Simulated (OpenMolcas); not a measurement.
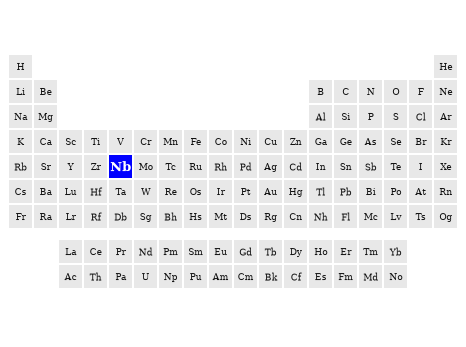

Fig. 1: The place of niobium in the periodic table.

# Multiconfigurational calculation for Nb⁴⁺

Nb⁴⁺. Level asked for: state-averaged MS-CASPT2, IPEA shift 0.25, imaginary shift 0.1 hartree, semicore shells correlated, active space 1 electron in the shells 4d 5d, basis ANO-R3, X2C scalar Hamiltonian, spin-orbit coupling by RASSI with atomic mean-field integrals (OpenMolcas).

## Input
```
&GATEWAY
Coord
1

Nb 0.0 0.0 0.0
Basis=ANO-R3
Group=XYZ
NoMove
AngMom=0.0 0.0 0.0
AMFI
&SEWARD
&RASSCF
FileOrb=start.orb
Symmetry=1
Spin=2
nActEl=1 0 0
Inactive=9 9
Ras2=5 0
CIRoot=5 5 1
SDav=5
CIMx=300
Iter=120 100
PrWF=0.3
OrbListing=Nothing
MaxOrb=0
Atom
>>> COPY $Project.JobIph JOBPRE
&RASSCF
FileOrb=start.orb
Symmetry=1
Spin=2
nActEl=1 0 0
Inactive=9 9
Ras2=10 0
CIRoot=5 5 1
SDav=10
CIMx=300
Iter=120 100
PrWF=0.3
OrbListing=Nothing
MaxOrb=0
Atom
>>> COPY $Project.JobIph JOB001
&RASSI
NrOfJobIphs=1 5
1 2 3 4 5
IphNames
JOB001
EJob
SpinOrbit
DIPRint=1.0
SOCoupling=1000.0
Subsets=2
MEES
Property=10
'ANGMOM' 1 'ANGMOM' 2 'ANGMOM' 3 'MLTPL  1' 1 'MLTPL  1' 2 'MLTPL  1' 3
'AMFI' 1 'AMFI' 2 'AMFI' 3 'MLTPL  2' 6
SOProperty=3
'ANGMOM' 1 'ANGMOM' 2 'ANGMOM' 3
>>> COPY JOB001 $Project.JobIph
&CASPT2
Multistate=5 1 2 3 4 5
Frozen=8 6
IPAE=0.25
Imaginary=0.1
MaxIter=60
WThr=0.0 0.3 0.05
PrWF=0.5
NoMix
```

The file start.orb holds starting orbitals from an earlier step.

Run as:
```bash
OMP_NUM_THREADS=1 MOLCAS_MEM=2252 MOLCAS_PROJECT=a pymolcas a.inp > a.log  # once for each step of the input, in one work folder
```

## The program's output (extracts)
```
|        MOLCAS_PRINT = 2
  |       MOLCAS_SOURCE = [file]
  |    MOLCAS_STRUCTURE = 0
  |
   --------------------------------------------------------------------------------------
++ ---------   Input file   ---------
>>> COPY JOB001 $Project.JobIph
&CASPT2
Multistate=5 1 2 3 4 5
Frozen=8 6
IPAE=0.25
Imaginary=0.1
MaxIter=60
WThr=0.0 0.3 0.05
PrWF=0.5
NoMix
-- ----------------------------------
>>> COPY JOB001 a.JobIph
*** symbolic link created: INPORB -> a.RasOrb
--- Start Module: caspt2 at  ---
()()()()()()()()()()()()()()()()()()()()()()()()()()()()()()()()()()()()()()()()()()()()()()()()()()
                                              &CASPT2
                                   only a single process is used
                       available to each process: 2.3 GB of memory, 1 thread
()()()()()()()()()()()()()()()()()()()()()()()()()()()()()()()()()()()()()()()()()()()()()()()()()()
 ###    ERROR: Unrecognized keyword: IPAE                                    ###
--- Stop Module: caspt2 at  /rc=_RC_INPUT_ERROR_ ---
.####################.
.# User input error #.
.####################.
```

## Outcome

```tsv
quantity	value
outcome	refused by the program
hardware	1 thread of Arm Neoverse V1, 24 GiB of memory available, shared host
```

## Diagnosis

One thing in this input was made wrong on purpose: misspelt keyword. The program refused the input; the driver noted: CASPT2 spin 2: _RC_INPUT_ERROR_.
